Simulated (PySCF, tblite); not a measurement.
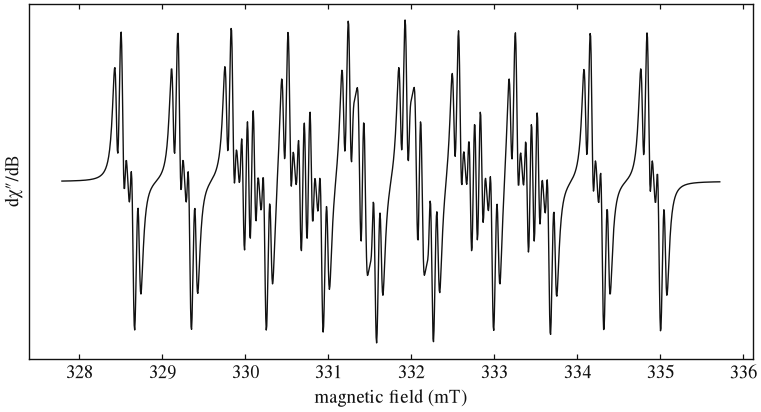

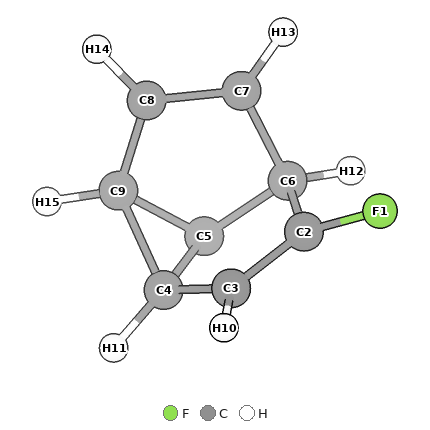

First-order isotropic EPR spectrum (fast tumbling, first derivative) of C₈H₆F, SMILES FC1=C[C@@H]2[C]3[C@H]1C=C[C@@H]32, doublet at 9.30 GHz, Lorentzian lines of 0.08 mT full width at half height, from computed g and hyperfine couplings (B3LYP/pcH-1 in PySCF, at a GFN2-xTB geometry (a minimum by its frequencies), gas phase); values of one conformer, averaged over methyl-type rotors alone; no vibrational averaging; dilute isotopes left out. The SMILES is one Lewis form and needn't show where the spin sits.

Which couplings does the calculation give? The spectrum shows the sizes of those above the line width, not their signs.

| nuclei | isotope | a (mT) | a (MHz) |
| --- | --- | --- | --- |
| H12 | ¹H | 2.74 | 76.8 |
| H11 | ¹H | 1.59 | 44.6 |
| H15 | ¹H | 1.33 | 37.3 |
| F1 | ¹⁹F | 0.68 | 19.1 |
| H10 | ¹H | 0.13 | 3.6 |
| H14 | ¹H | 0.09 | 2.5 |
| H13 | ¹H | 0.07 | 1.9 |

What is the g value, and how wide is the spectrum?

g_iso = 2.0029, which centres the spectrum at 331.8 mT; it spans 6.6 mT.

Note: the tight-binding geometry is rougher than a DFT one and adds to the error.
